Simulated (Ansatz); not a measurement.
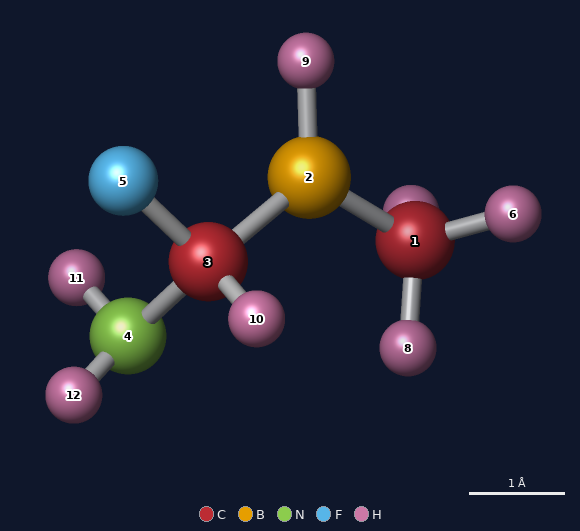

This is the input geometry for a relaxation of C2H7BFN (coarse preliminary run). Style: ball-and-stick. Shown at a tilt.

The start comes from a force field.

These are results of Ansatz, RKS PBE-D4/def2-SVP, not measurements.

Input
```yaml
crystal:
  periodic: [false, false, false]
  atoms:
    - {symbol: C, position_ang: [-1.513000, -0.545400, 0.669300]}
    - {symbol: B, position_ang: [-0.093500, 0.049000, 0.890300]}
    - {symbol: C, position_ang: [0.711700, 0.693200, -0.321000]}
    - {symbol: N, position_ang: [1.035300, -0.288700, -1.359700]}
    - {symbol: F, position_ang: [1.962600, 1.145300, 0.150400]}
    - {symbol: H, position_ang: [-2.269400, 0.068900, 1.306800]}
    - {symbol: H, position_ang: [-1.567000, -1.577200, 0.917600]}
    - {symbol: H, position_ang: [-1.820900, -0.349900, -0.409900]}
    - {symbol: H, position_ang: [0.385800, 0.017700, 2.015700]}
    - {symbol: H, position_ang: [0.171800, 1.550300, -0.694400]}
    - {symbol: H, position_ang: [1.634500, -1.010700, -0.986000]}
    - {symbol: H, position_ang: [1.439200, 0.192100, -2.145100]}
basis:
  gaussian: {orbitals: def2-SVP}
hamiltonian: {xc: pbe, dispersion: d4}
relax: {f_tol: 0.03, max_steps: 200}
```

Command:
```bash
ansatz run in.yaml --threads 4 --pin off --events-out ev --progress --plain --max-ram 10444MiB
```

> Predict the outcome.

The energy falls by 67.8 kJ/mol in 27 accepted moves (28 points after the start). Largest force component: 3.1 eV/Å at the start, 0.022 eV/Å at the end. The line search rejected the trial step at point 16 of the run. H12 moves most after the best rigid fit: 1.23 Å. Largest moves by element: H 1.23 Å, N 0.61 Å, F 0.48 Å, B 0.37 Å, C 0.35 Å. Some distances before and after: B2–N4 2.540 → 1.662 Å, C1–H6 1.164 → 1.111 Å, C1–H7 1.063 → 1.111 Å, C1–B2 1.555 → 1.595 Å. Among the angles between lasting bonds that change: B2–C3–N4 112.3° → 65.4°, B2–C3–F5 108.9° → 123.7°, B2–C3–H10 109.4° → 123.6°. Groups turn about C3–N4 by about 50°. The run took 29 s on 4 threads of Arm Neoverse V2, on a shared host.

Step by step:

```
step  E − E(0), kJ/mol  largest force component, eV/Å      note
   0              0.00                         3.1226          
   1            -31.98                         0.8865          
   2            -35.76                         0.3509          
   3            -36.64                         0.2134          
   4            -37.57                         0.2583          
   5            -38.50                         0.3918          
   6            -40.15                         0.4566          
   7            -43.68                         0.1920          
   8            -45.16                         0.2241          
   9            -45.53                         0.2586          
  10            -45.63                         0.2667          
  11            -45.87                         0.0310          
  12            -45.92                         0.0324          
  13            -45.97                         0.0483          
  14            -46.00                         0.0572          
  15            -46.07                         0.0354          
  16            -46.06                         0.1614  rejected
  17            -46.20                         0.0490          
  18            -46.39                         0.1910          
  19            -46.53                         0.4625          
  20            -47.06                         0.4958          
  21            -48.79                         0.8621          
  22            -50.99                         1.2599          
  23            -55.56                         1.5602          
  24            -61.61                         0.6273          
  25            -65.63                         0.7346          
  26            -67.37                         0.2067          
  27            -67.73                         0.0870          
  28            -67.80                         0.0222
```

The structure at the end:

```xyz
12

C    -1.4737   -0.4570    0.4857
B     0.0824   -0.1369    0.6252
C     0.7428    1.0222   -0.2042
N     0.9822   -0.3576   -0.7548
F     1.9264    1.6245    0.1393
H    -2.0295    0.0251    1.3183
H    -1.6902   -1.5448    0.5516
H    -1.9290   -0.0815   -0.4574
H     0.7282   -0.5442    1.5773
H     0.1874    1.6515   -0.9287
H     1.9496   -0.6759   -0.6378
H     0.6005   -0.5809   -1.6805
```

After the run, drawn alike:

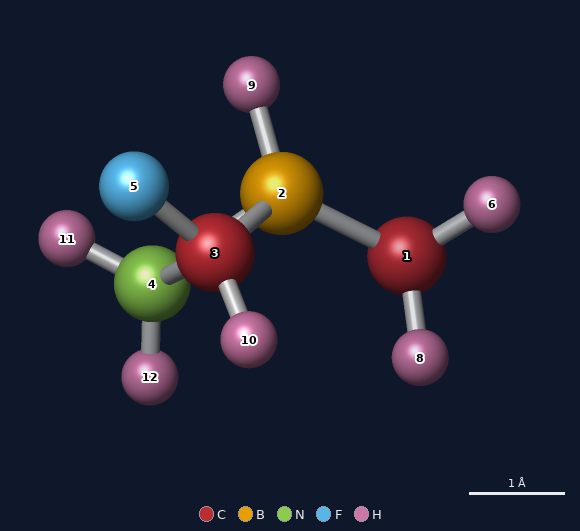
